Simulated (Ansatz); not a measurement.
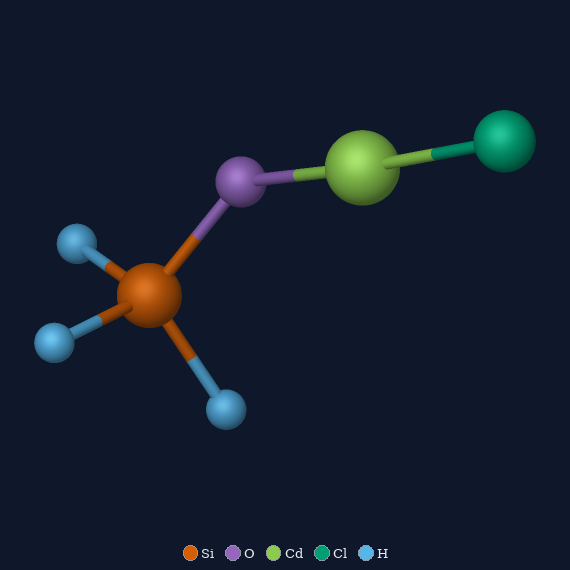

The picture shows a molecular structure as a ball-and-stick model.

Describe the molecule.

Formula CdClH3OSi. As SMILES it reads `[SiH3][O][Cd][Cl]`. Among its groups: Si–H bond, Si–O bond. Coordination: 1 Si tetrahedral; 1 O bent; 1 Cd linear.

The parts below concern this one geometry. Atoms keep their numbers from picture to picture. The computed structure is the end point of a PBE0-D4/def2-TZVP optimisation.

## Geometry

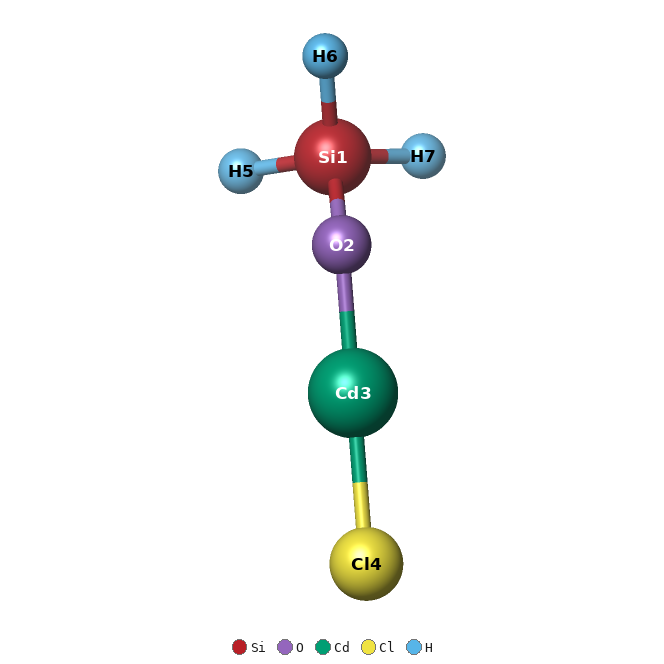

Numbered structure.

What are the angles O2–Si1–H6, O2–Si1–H5, H5–Si1–H7, H5–Si1–H6, Si1–O2–Cd3, O2–Cd3–Cl4?

| angle | degrees |
| --- | --- |
| O2–Si1–H6 | 108.9 |
| O2–Si1–H5 | 111.8 |
| H5–Si1–H7 | 107.0 |
| H5–Si1–H6 | 108.5 |
| Si1–O2–Cd3 | 135.3 |
| O2–Cd3–Cl4 | 177.1 |

## Vibrations

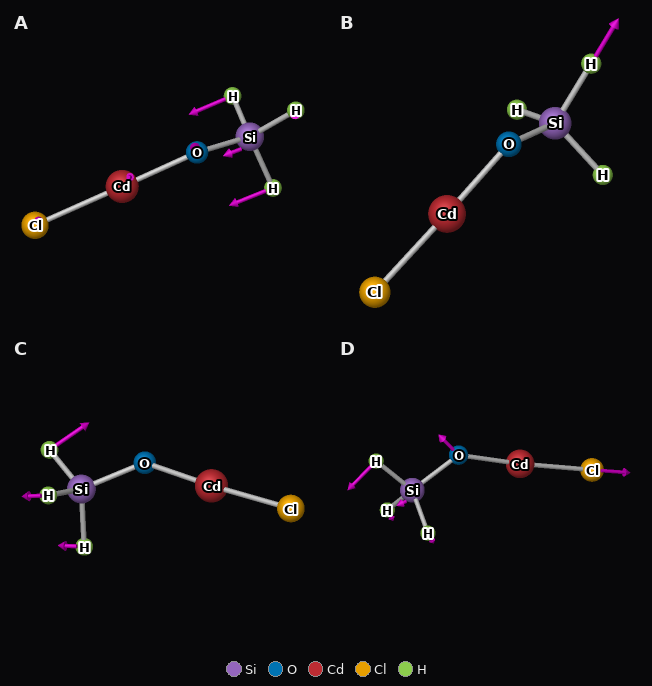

4 normal modes of one molecule or complex, as arrows. Harmonic vibrations computed with RKS PBE0-D4/def2-TZVP, core potentials on Cd (Ansatz 0.2.0) at a stationary point of the same level.

> Match the panels to the wavenumbers 132 cm⁻¹, 356 cm⁻¹, 728 cm⁻¹, 2220 cm⁻¹.

A: 132 cm⁻¹, Cd–O–Si bending
B: 2220 cm⁻¹, Si–H stretching
C: 728 cm⁻¹, H–Si–O bending
D: 356 cm⁻¹, Cd–Cl stretching

## Charges

The questions are on Mulliken charges. Level of theory: RKS B3LYP-D4/def2-TZVPP, core potentials on Cd (Ansatz 0.2.0).

> Which atom carries the highest charge (most positive or least negative)?

Cd3 (0.83 e).

> And the lowest?

O2 (−0.62 e).

Give the Mulliken charges atom by atom.

```csv
atom,value (e)
Si1,0.46
O2,−0.62
Cd3,0.83
Cl4,−0.39
H5,−0.10
H6,−0.08
H7,−0.10
```

## Electronic properties

Level of theory: RKS B3LYP-D4/def2-TZVPP, core potentials on Cd (Ansatz 0.2.0).

Computed properties:

- dipole moment: 0.02 D
- HOMO energy (Kohn–Sham orbital): −8.12 eV
- LUMO energy (Kohn–Sham orbital): −2.42 eV
- HOMO–LUMO gap: 5.70 eV
- dispersion correction: −24.9 kJ/mol

Mulliken values depend strongly on the basis set and can even reverse the polarity of a bond.
